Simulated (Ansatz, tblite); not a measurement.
**The cluster P3+: rung by rung**

Aim: run the singlet of the cluster P3+ at one geometry on many levels, and compare frontier levels, spin and run time.

Computed with Ansatz 0.2.0, Gaussian basis. Level: as each input shows.

Levels to be run: GFN1-xTB, GFN2-xTB, PBE-D4/def2-TZVP, r2SCAN-D4/def2-TZVP, LC-ωPBE/def2-TZVP, revPBE-D4/def2-TZVP, r2SCAN0-D4/def2-TZVP, BHLYP-D4/def2-TZVP, LDA/def2-TZVP, PBE-D4/def2-SVP, PBE0-D4/def2-SVP, HF/STO-3G, CCSD(T)/def2-TZVPP, MP2/def2-TZVP, RPA/def2-TZVP.

## (1) The geometry

The geometry is that of the singlet, from an earlier relaxation (PBE0-D4/def2-TZVP). At that level it is the lowest of the isomers that a small search found.

3 atoms, charge 1, spin multiplicity 1.

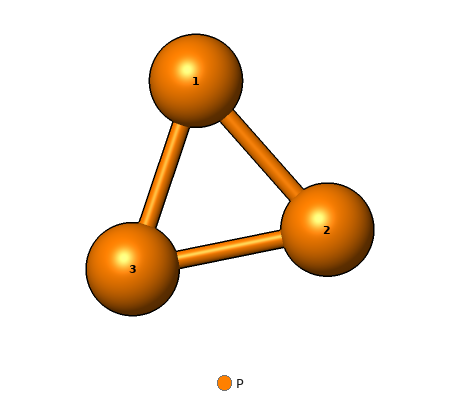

The geometry (phosphorus orange); atoms are numbered from 1 in the order of the file.

The ion is computed in the gas phase, without counter-ions or solvent.

PBE0-D4/def2-TZVP was run before; its log isn't repeated, and its numbers join the tables.

## (2) GFN1-xTB

Tight binding, by tblite at 300 K electronic temperature and without a spin-polarisation term:

```python
tblite.interface.Calculator('GFN1-xTB', numbers, positions, charge=1, uhf=0).singlepoint()
```

Energy -198.7923 eV, HOMO -21.16 eV, LUMO -18.75 eV; 0.003 s.

## (3) GFN2-xTB

Tight binding, by tblite at 300 K electronic temperature and without a spin-polarisation term:

```python
tblite.interface.Calculator('GFN2-xTB', numbers, positions, charge=1, uhf=0).singlepoint()
```

Energy -193.0517 eV, HOMO -16.48 eV, LUMO -14.07 eV; 0.002 s.

## (4) PBE-D4/def2-TZVP

start.molden holds the orbitals of an earlier run on this state, given as this run's starting guess.

in.yaml

```yaml
crystal:
  periodic: [false, false, false]
  atoms:
    - {symbol: P, position_ang: [-0.072493, 0.591263, -1.050263]}
    - {symbol: P, position_ang: [0.430732, -1.127615, 0.029527]}
    - {symbol: P, position_ang: [-0.358239, 0.536352, 1.020736]}
basis:
  gaussian: {orbitals: def2-TZVP, initial_orbitals: start.molden}
total_charge: 1
hamiltonian: {xc: pbe, dispersion: d4}
scf: {omitted_lower_state_checks: [starts]}
output: {orbitals: {seedname: orbitals}}
```

Run with:

```console
$ ansatz run in.yaml --threads 4 --pin off --events-out ev --progress --plain --max-ram 3916MiB
```

Log:

```text
Functional definition: PBE
  name "PBE"
  cite "Perdew, Burke & Ernzerhof, Phys. Rev. Lett. 77, 3865 (1996) doi:10.1103/PhysRevLett.77.3865"
  parent pbe
  parameter kappa = 0.804
  parameter beta = 0.06672455060314922
  exchange = pbe_x(kappa = kappa, mu = beta*pi^2/3)
  correlation = pbe_c(beta = beta)
these checks for a lower state are left out or cut short: starts
810 factors; their error is unknown
mean field evaluation 1: about -27846.1912 eV, gradient 1.1e1 eV
mean field evaluation 2: about -27846.2633 eV, gradient 1.0e-1 eV
mean field evaluation 4: about -27846.2584 eV, gradient 8.3e-5 eV
mean field -27846.25844128 eV, -1023.3311228453 hartree, gradient 8.8e-5 eV, S^2 0.000000; 0 other end points of the search recorded, 0 dependent functions left out
reference -27846.25846975 eV, -1023.3311238913 hartree; 22, 22 occupied and 89, 89 virtual orbitals, 810 factors
Total energy: -27846.38382090 eV, -1023.3357304611 hartree
Checks for a lower state left out: starts
```

Run time: 0.5 s. Hardware: 4 threads of Arm Neoverse V1, shared host.

Report: HOMO -13.16 eV, LUMO -10.35 eV.

## (5) r2SCAN-D4/def2-TZVP

Changes to in.yaml since step 4:

```diff
@@ -9,3 +9,3 @@
 total_charge: 1
-hamiltonian: {xc: pbe, dispersion: d4}
+hamiltonian: {xc: r2scan, dispersion: d4}
 scf: {omitted_lower_state_checks: [starts]}
```

Launched as before.

Log:

```text
Functional definition: r2SCAN
  name "r2SCAN"
  cite "Furness, Kaplan, Ning, Perdew & Sun, J. Phys. Chem. Lett. 11, 8208 (2020) doi:10.1021/acs.jpclett.0c02405"
  cite "Furness, Kaplan, Ning, Perdew & Sun, J. Phys. Chem. Lett. 11, 9248 (2020) doi:10.1021/acs.jpclett.0c03077"
  parent r2scan
  parameter k0 = 0.174
  parameter k1 = 0.065
  parameter a1 = 4.9479
  exchange = r2scan_x(k0 = k0, k1 = k1, a1 = a1)
  correlation = r2scan_c
these checks for a lower state are left out or cut short: starts
810 factors; their error is unknown
mean field evaluation 1: about -27856.5608 eV, gradient 8.0e0 eV
mean field evaluation 2: about -27856.5912 eV, gradient 5.3e-2 eV
mean field evaluation 4: about -27856.5871 eV, gradient 2.8e-5 eV
mean field evaluation 8: about -27856.5871 eV, gradient 5.9e-6 eV
mean field -27856.58707140 eV, -1023.7106930010 hartree, gradient 5.9e-6 eV, S^2 0.000000; 0 other end points of the search recorded, 0 dependent functions left out
reference -27856.58708009 eV, -1023.7106933203 hartree; 22, 22 occupied and 89, 89 virtual orbitals, 810 factors
Total energy: -27856.61059355 eV, -1023.7115574241 hartree
Checks for a lower state left out: starts
```

Wall time 1.4 s (4 threads of Arm Neoverse V1, shared host).

Report: HOMO -13.40 eV, LUMO -10.30 eV.

## (6) LC-ωPBE/def2-TZVP

Changes to in.yaml since step 5:

```diff
@@ -9,3 +9,3 @@
 total_charge: 1
-hamiltonian: {xc: r2scan, dispersion: d4}
+hamiltonian: {xc: {name: LC-wPBE}}
 scf: {omitted_lower_state_checks: [starts]}
```

Launched as before.

Log, cut to the lines that bear on the results:

```text
Functional definition: LC-wPBE
  name "LC-wPBE"
  cite "Vydrov & Scuseria, J. Chem. Phys. 125, 234109 (2006) doi:10.1063/1.2409292"
  cite "Heyd & Scuseria, J. Chem. Phys. 120, 7274 (2004) doi:10.1063/1.1668634"
  cite "Ernzerhof & Perdew, J. Chem. Phys. 109, 3313 (1998) doi:10.1063/1.476928"
  cite "Perdew, Burke & Ernzerhof, Phys. Rev. Lett. 77, 3865 (1996) doi:10.1103/PhysRevLett.77.3865"
  parent pbe
[...]
810 factors; their error is unknown
204 factors; integrals over basis functions are off by at most 3.8e-5 eV
[...]
mean field -27849.34418787 eV, -1023.4445219409 hartree, gradient 1.3e-5 eV, S^2 0.000000; 0 other end points of the search recorded, 0 dependent functions left out
reference -27849.34418788 eV, -1023.4445219411 hartree; 22, 22 occupied and 89, 89 virtual orbitals, 810 factors
Total energy: -27849.34418788 eV, -1023.4445219411 hartree
Checks for a lower state left out: starts
```

It took 0.75 s on 4 threads of Arm Neoverse V1, shared host.

HOMO -16.76 eV, LUMO -7.23 eV.

## (7) revPBE-D4/def2-TZVP

Changes to in.yaml since step 6:

```diff
@@ -9,3 +9,3 @@
 total_charge: 1
-hamiltonian: {xc: {name: LC-wPBE}}
+hamiltonian: {xc: {name: revPBE}, dispersion: d4}
 scf: {omitted_lower_state_checks: [starts]}
```

The command is unchanged.

Log:

```text
Functional definition: revPBE
  name "revPBE"
  cite "Zhang & Yang, Phys. Rev. Lett. 80, 890 (1998) doi:10.1103/PhysRevLett.80.890"
  cite "Perdew, Burke & Ernzerhof, Phys. Rev. Lett. 77, 3865 (1996) doi:10.1103/PhysRevLett.77.3865"
  parameter kappa = 1.245
  parameter beta = 0.06672455060314922
  exchange = pbe_x(kappa = kappa, mu = beta*pi^2/3)
  correlation = pbe_c(beta = beta)
these checks for a lower state are left out or cut short: starts
810 factors; their error is unknown
mean field evaluation 1: about -27853.7439 eV, gradient 9.3e0 eV
mean field evaluation 2: about -27853.7921 eV, gradient 8.1e-2 eV
mean field evaluation 4: about -27853.7870 eV, gradient 5.0e-5 eV
mean field -27853.78702948 eV, -1023.6077933585 hartree, gradient 5.7e-5 eV, S^2 0.000000; 0 other end points of the search recorded, 0 dependent functions left out
reference -27853.78706513 eV, -1023.6077946687 hartree; 22, 22 occupied and 89, 89 virtual orbitals, 810 factors
Total energy: -27854.10486518 eV, -1023.6194736048 hartree
Checks for a lower state left out: starts
```

It took 0.5 s on 4 threads of Arm Neoverse V1, shared host.

From the report: HOMO -13.13 eV, LUMO -10.30 eV.

## (8) r2SCAN0-D4/def2-TZVP

Changes to in.yaml since step 7:

```diff
@@ -9,3 +9,3 @@
 total_charge: 1
-hamiltonian: {xc: {name: revPBE}, dispersion: d4}
+hamiltonian: {xc: {name: r2SCAN0}, dispersion: d4}
 scf: {omitted_lower_state_checks: [starts]}
```

Same command.

Log, cut to the lines that bear on the results:

```text
Functional definition: r2SCAN0
  name "r2SCAN0"
  cite "Bursch, Neugebauer, Ehlert & Grimme, J. Chem. Phys. 156, 134105 (2022) doi:10.1063/5.0086040"
  cite "Furness, Kaplan, Ning, Perdew & Sun, J. Phys. Chem. Lett. 11, 8208 (2020) doi:10.1021/acs.jpclett.0c02405"
  cite "Furness, Kaplan, Ning, Perdew & Sun, J. Phys. Chem. Lett. 11, 9248 (2020) doi:10.1021/acs.jpclett.0c03077"
  parent r2scan
[...]
846 factors; their error is unknown
[...]
mean field -27856.07406030 eV, -1023.6918401910 hartree, gradient 8.2e-6 eV, S^2 0.000000; 0 other end points of the search recorded, 0 dependent functions left out
reference -27856.07406720 eV, -1023.6918404445 hartree; 22, 22 occupied and 89, 89 virtual orbitals, 846 factors
Total energy: -27856.10418887 eV, -1023.6929473954 hartree
Checks for a lower state left out: starts
```

Run time: 1.4 s. Hardware: 4 threads of Arm Neoverse V1, shared host.

Report: HOMO -14.37 eV, LUMO -9.43 eV.

## (9) BHLYP-D4/def2-TZVP

Changes to in.yaml since step 8:

```diff
@@ -9,3 +9,3 @@
 total_charge: 1
-hamiltonian: {xc: {name: r2SCAN0}, dispersion: d4}
+hamiltonian: {xc: {name: BHLYP}, dispersion: d4}
 scf: {omitted_lower_state_checks: [starts]}
```

The command is unchanged.

Log:

```text
Functional definition: BHLYP
  name "BHLYP"
  cite "Becke, J. Chem. Phys. 98, 1372 (1993) doi:10.1063/1.464304"
  cite "Becke, Phys. Rev. A 38, 3098 (1988) doi:10.1103/PhysRevA.38.3098"
  cite "Lee, Yang & Parr, Phys. Rev. B 37, 785 (1988) doi:10.1103/PhysRevB.37.785"
  parameter a = 0.5
  exchange = (1 - a)*b88_x + a*exact_x
  correlation = lyp_c
these checks for a lower state are left out or cut short: starts
951 factors; their error is unknown
mean field evaluation 1: about -27858.3967 eV, gradient 9.5e0 eV
mean field evaluation 2: about -27858.4480 eV, gradient 8.8e-2 eV
mean field evaluation 4: about -27858.5105 eV, gradient 6.5e-5 eV
mean field -27858.51053276 eV, -1023.7813789022 hartree, gradient 6.6e-5 eV, S^2 0.000000; 0 other end points of the search recorded, 0 dependent functions left out
reference -27858.51066165 eV, -1023.7813836388 hartree; 22, 22 occupied and 89, 89 virtual orbitals, 951 factors
Total energy: -27858.70717458 eV, -1023.7886053558 hartree
Checks for a lower state left out: starts
```

Wall time 0.65 s (4 threads of Arm Neoverse V1, shared host).

HOMO -15.10 eV, LUMO -8.37 eV.

## (10) LDA/def2-TZVP

Changes to in.yaml since step 9:

```diff
@@ -9,3 +9,3 @@
 total_charge: 1
-hamiltonian: {xc: {name: BHLYP}, dispersion: d4}
+hamiltonian: {xc: lda}
 scf: {omitted_lower_state_checks: [starts]}
```

Same command.

Log:

```text
Functional definition: SPW92
  name "SPW92"
  cite "Dirac, Proc. Camb. Phil. Soc. 26, 376 (1930) doi:10.1017/S0305004100016108"
  cite "Slater, Phys. Rev. 81, 385 (1951) doi:10.1103/PhysRev.81.385"
  cite "Perdew & Wang, Phys. Rev. B 45, 13244 (1992) doi:10.1103/PhysRevB.45.13244"
  exchange = slater_x
  correlation = pw_c
these checks for a lower state are left out or cut short: starts
810 factors; their error is unknown
mean field evaluation 1: about -27756.2177 eV, gradient 2.4e1 eV
mean field evaluation 2: about -27756.4433 eV, gradient 3.0e-1 eV
mean field evaluation 4: about -27756.4394 eV, gradient 1.9e-2 eV
mean field -27756.43938506 eV, -1020.0303334108 hartree, gradient 1.4e-5 eV, S^2 0.000000; 0 other end points of the search recorded, 0 dependent functions left out
reference -27756.43941164 eV, -1020.0303343876 hartree; 22, 22 occupied and 89, 89 virtual orbitals, 810 factors
Total energy: -27756.43941164 eV, -1020.0303343876 hartree
Checks for a lower state left out: starts
```

Run time: 0.35 s. Hardware: 4 threads of Arm Neoverse V1, shared host.

From the report: HOMO -13.26 eV, LUMO -10.50 eV.

## (11) PBE-D4/def2-SVP

Changes to in.yaml since step 10:

```diff
@@ -7,5 +7,5 @@
 basis:
-  gaussian: {orbitals: def2-TZVP, initial_orbitals: start.molden}
+  gaussian: {orbitals: def2-SVP, initial_orbitals: start.molden}
 total_charge: 1
-hamiltonian: {xc: lda}
+hamiltonian: {xc: pbe, dispersion: d4}
 scf: {omitted_lower_state_checks: [starts]}
```

Same command.

Log:

```text
Functional definition: PBE
  name "PBE"
  cite "Perdew, Burke & Ernzerhof, Phys. Rev. Lett. 77, 3865 (1996) doi:10.1103/PhysRevLett.77.3865"
  parent pbe
  parameter kappa = 0.804
  parameter beta = 0.06672455060314922
  exchange = pbe_x(kappa = kappa, mu = beta*pi^2/3)
  correlation = pbe_c(beta = beta)
these checks for a lower state are left out or cut short: starts
621 factors; their error is unknown
mean field evaluation 1: about -27836.2678 eV, gradient 7.4e0 eV
mean field evaluation 2: about -27836.3998 eV, gradient 1.2e-1 eV
mean field evaluation 4: about -27836.3859 eV, gradient 1.1e-4 eV
mean field evaluation 8: about -27836.3859 eV, gradient 7.7e-6 eV
mean field -27836.38588594 eV, -1022.9683131281 hartree, gradient 7.7e-6 eV, S^2 0.000000; 0 other end points of the search recorded, 0 dependent functions left out
reference -27836.38590917 eV, -1022.9683139820 hartree; 22, 22 occupied and 32, 32 virtual orbitals, 621 factors
Total energy: -27836.51126032 eV, -1022.9729205518 hartree
Checks for a lower state left out: starts
```

Run time: 0.35 s. Hardware: 4 threads of Arm Neoverse V1, shared host.

Report: HOMO -13.37 eV, LUMO -10.53 eV.

## (12) PBE0-D4/def2-SVP

Changes to in.yaml since step 11:

```diff
@@ -9,3 +9,3 @@
 total_charge: 1
-hamiltonian: {xc: pbe, dispersion: d4}
+hamiltonian: {xc: pbe0, dispersion: d4}
 scf: {omitted_lower_state_checks: [starts]}
```

Launched as before.

Log, cut to the lines that bear on the results:

```text
Functional definition: PBE0
  name "PBE0"
  cite "Adamo & Barone, J. Chem. Phys. 110, 6158 (1999) doi:10.1063/1.478522"
  cite "Perdew, Burke & Ernzerhof, Phys. Rev. Lett. 77, 3865 (1996) doi:10.1103/PhysRevLett.77.3865"
  parent pbe
[...]
474 factors; integrals over basis functions are off by at most 1.4e-3 eV
[...]
mean field -27838.40202118 eV, -1023.0424047317 hartree, gradient 7.1e-6 eV, S^2 0.000000; 0 other end points of the search recorded, 0 dependent functions left out
reference -27838.40203849 eV, -1023.0424053680 hartree; 22, 22 occupied and 32, 32 virtual orbitals, 474 factors
Total energy: -27838.50625492 eV, -1023.0462352510 hartree
Checks for a lower state left out: starts
```

Run time: 0.35 s. Hardware: 4 threads of Arm Neoverse V1, shared host.

From the report: HOMO -14.47 eV, LUMO -9.68 eV.

## (13) HF/STO-3G

Changes to in.yaml since step 12:

```diff
@@ -7,5 +7,5 @@
 basis:
-  gaussian: {orbitals: def2-SVP, initial_orbitals: start.molden}
+  gaussian: {orbitals: STO-3G}
 total_charge: 1
-hamiltonian: {xc: pbe0, dispersion: d4}
+hamiltonian: {xc: hf}
 scf: {omitted_lower_state_checks: [starts]}
```

Same command.

Log:

```text
Functional definition: HF
  name "HF"
  cite "Fock, Z. Phys. 61, 126 (1930) doi:10.1007/BF01340294"
  parent pbe
  exchange = exact_x
  correlation = 0
these checks for a lower state are left out or cut short: starts
291 factors; integrals over basis functions are off by at most 1.3e-5 eV
mean field evaluation 1: about -27498.0511 eV, gradient 3.3e0 eV
mean field evaluation 2: about -27498.0786 eV, gradient 3.3e0 eV
mean field evaluation 4: about -27498.1328 eV, gradient 2.1e-1 eV
mean field evaluation 8: about -27498.1332 eV, gradient 2.0e-5 eV
mean field -27498.13324046 eV, -1010.5377576828 hartree, gradient 2.0e-5 eV, S^2 0.000000; 0 other end points of the search recorded, 0 dependent functions left out
reference -27498.13324046 eV, -1010.5377576828 hartree; 22, 22 occupied and 5, 5 virtual orbitals, 291 factors
Total energy: -27498.13324046 eV, -1010.5377576828 hartree
Checks for a lower state left out: starts
```

Run time: 0.1 s. Hardware: 4 threads of Arm Neoverse V1, shared host.

From the report: HOMO -14.22 eV, LUMO -2.75 eV.

## (14) CCSD(T)/def2-TZVPP

Changes to in.yaml since step 13:

```diff
@@ -7,5 +7,5 @@
 basis:
-  gaussian: {orbitals: STO-3G}
+  gaussian: {orbitals: def2-TZVPP, initial_orbitals: start.molden}
 total_charge: 1
-hamiltonian: {xc: hf}
+correlation: {method: ccsd_t}
 scf: {omitted_lower_state_checks: [starts]}
```

The command is unchanged.

Log, cut to the lines that bear on the results:

```text
Functional definition: HF
  name "HF"
  cite "Fock, Z. Phys. 61, 126 (1930) doi:10.1007/BF01340294"
  parent pbe
[...]
759 factors; integrals over basis functions are off by at most 4.0e-4 eV
[...]
mean field -27809.21302009 eV, -1021.9697287266 hartree, gradient 3.7e-6 eV, S^2 0.000000; 0 other end points of the search recorded, 0 dependent functions left out
15 core orbitals not correlated: weight in the atoms' cores, before any rotation towards them, 1.000 or more for the frozen orbitals, at most 0.000 for the correlated occupied ones
reference -27809.21302009 eV, -1021.9697287266 hartree; 7, 7 occupied and 104, 104 virtual orbitals, 759 factors
second order -10.65228947 eV of doubles, -0.00000000 eV of singles
cycle   1  -10.82562372 eV  change   -1.7e-1 eV  update   1.1e-1
[...]
cycle  10  -11.32825299 eV  change    5.8e-6 eV  update   3.2e-6
perturbative correction -0.82568060 eV, -0.0303432024 hartree
Total energy: -27821.36695367 eV, -1022.4163775476 hartree
Checks for a lower state left out: starts
```

Run time: 1.5 s. Hardware: 4 threads of Arm Neoverse V1, shared host.

Hartree-Fock HOMO -16.53 eV, LUMO -5.88 eV; T1 0.017.

## (15) MP2/def2-TZVP

Changes to in.yaml since step 14:

```diff
@@ -7,5 +7,5 @@
 basis:
-  gaussian: {orbitals: def2-TZVPP, initial_orbitals: start.molden}
+  gaussian: {orbitals: def2-TZVP, initial_orbitals: start.molden}
 total_charge: 1
-correlation: {method: ccsd_t}
+correlation: {method: mp2}
 scf: {omitted_lower_state_checks: [starts]}
```

The command is unchanged.

Log:

```text
Functional definition: HF
  name "HF"
  cite "Fock, Z. Phys. 61, 126 (1930) doi:10.1007/BF01340294"
  parent pbe
  exchange = exact_x
  correlation = 0
these checks for a lower state are left out or cut short: starts
651 factors; integrals over basis functions are off by at most 4.4e-4 eV
mean field evaluation 1: about -27807.8050 eV, gradient 3.2e1 eV
mean field evaluation 2: about -27808.3484 eV, gradient 7.5e-1 eV
mean field evaluation 4: about -27809.2075 eV, gradient 4.1e-2 eV
mean field evaluation 8: about -27809.2088 eV, gradient 9.5e-7 eV
mean field -27809.20875975 eV, -1021.9695721622 hartree, gradient 4.4e-6 eV, S^2 0.000000; 0 other end points of the search recorded, 0 dependent functions left out
15 core orbitals not correlated: weight in the atoms' cores, before any rotation towards them, 1.000 or more for the frozen orbitals, at most 0.000 for the correlated occupied ones
reference -27809.20875975 eV, -1021.9695721622 hartree; 7, 7 occupied and 89, 89 virtual orbitals, 651 factors
second order -10.46815200 eV of doubles, -0.00000000 eV of singles
Total energy: -27819.67691176 eV, -1022.3542696528 hartree
Checks for a lower state left out: starts
```

Wall time 0.45 s (4 threads of Arm Neoverse V1, shared host).

Report: Hartree-Fock HOMO -16.53 eV, LUMO -5.88 eV.

## (16) RPA/def2-TZVP

Changes to in.yaml since step 15:

```diff
@@ -9,4 +9,4 @@
 total_charge: 1
-correlation: {method: mp2}
+hamiltonian: {xc: pbe}
+correlation: {method: rpa}
 scf: {omitted_lower_state_checks: [starts]}
-output: {orbitals: {seedname: orbitals}}
```

The command is unchanged.

Log, cut to the lines that bear on the results:

```text
Functional definition: PBE
  name "PBE"
  cite "Perdew, Burke & Ernzerhof, Phys. Rev. Lett. 77, 3865 (1996) doi:10.1103/PhysRevLett.77.3865"
  parent pbe
[...]
651 factors; integrals over basis functions are off by at most 4.4e-4 eV
[...]
mean field -27846.25844061 eV, -1023.3311228206 hartree, gradient 9.0e-6 eV, S^2 0.000000; 0 other end points of the search recorded, 0 dependent functions left out
15 core orbitals not correlated: weight in the atoms' cores, before any rotation towards them, 1.000 or more for the frozen orbitals, at most 0.000 for the correlated occupied ones
reference -27808.17054711 eV, -1021.9314185514 hartree; 7, 7 occupied and 89, 89 virtual orbitals, 651 factors
Total energy: -27825.96952751 eV, -1022.5855190165 hartree
Checks for a lower state left out: starts
```

Run time: 0.95 s. Hardware: 4 threads of Arm Neoverse V1, shared host.

## (17) Comparison

```
               level  functions  HOMO (eV)  LUMO (eV)  gap (eV)    time
           HF/STO-3G         27     -14.22      -2.75     11.46   0.1 s
       LDA/def2-TZVP        111     -13.26     -10.50      2.76  0.35 s
     PBE-D4/def2-SVP         54     -13.37     -10.53      2.84  0.35 s
    PBE-D4/def2-TZVP        111     -13.16     -10.35      2.81   0.5 s
 revPBE-D4/def2-TZVP        111     -13.13     -10.30      2.83   0.5 s
 r2SCAN-D4/def2-TZVP        111     -13.40     -10.30      3.09   1.4 s
    PBE0-D4/def2-SVP         54     -14.47      -9.68      4.79  0.35 s
   PBE0-D4/def2-TZVP        111     -14.23      -9.46      4.78   1.2 s
r2SCAN0-D4/def2-TZVP        111     -14.37      -9.43      4.93   1.4 s
  BHLYP-D4/def2-TZVP        111     -15.10      -8.37      6.74  0.65 s
   LC-ωPBE/def2-TZVP        111     -16.76      -7.23      9.54  0.75 s
```

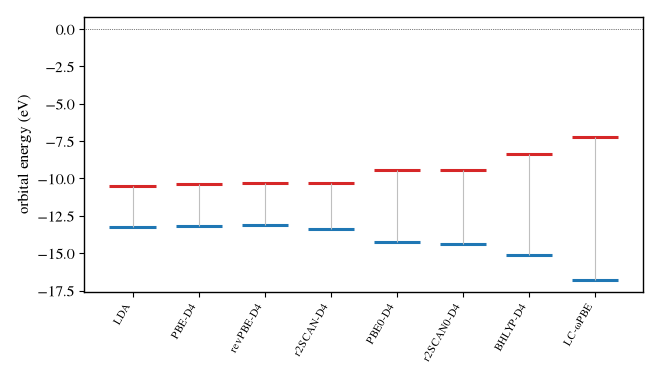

Highest filled (blue) and lowest empty (red) level in def2-TZVP.

Energy pieces by basis (eV):

```
     basis           HF  MP2 correlation  CCSD correlation      (T)              total
def2-TZVPP  -27809.2130         -10.6523          -11.3283  -0.8257        -27821.3670
 def2-TZVP  -27809.2088         -10.4682                             -27819.6769 (MP2)
```

## (18) Summary of results

| quantity | value |
| --- | --- |
| gap in def2-TZVP, named functionals, smallest and largest | 2.76 eV (LDA), 9.54 eV (LC-ωPBE) |
| correlation energy, CCSD(T)/def2-TZVPP | -12.15 eV |
| correlation energy, MP2/def2-TZVP | -10.47 eV |
| PBE0 total energy, smallest basis above largest | 9.87 eV (def2-SVP, def2-TZVP) |

In words: Over the named functionals in def2-TZVP the gap runs from 2.76 eV (LDA) to 9.54 eV (LC-ωPBE); exact exchange widens it.

The slowest run with a step of its own, CCSD(T)/def2-TZVPP, took 1.5 s; the quickest functional in def2-TZVP took 0.35 s (shared host).
